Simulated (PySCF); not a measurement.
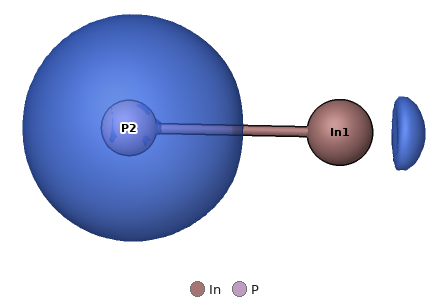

Figure. InP (charge +1, quartet). Isosurfaces of the spin density at +0.04 (blue) and −0.04 e/Å³ (red), seen from one side.

Core potentials replace the inner electrons of In.

Theory: PySCF, PBE0/def2-SVPD, non-relativistic Hamiltonian with scalar-relativistic core potentials where named, at a bond length of 2.981 Å.

Q: Describe the spin distribution.

A: The unpaired spin (3 electrons) lies mostly on P2 (about 2.7) and In1 (about 0.3), in electrons by Hirshfeld's partition. Only one sign reaches the isovalue.
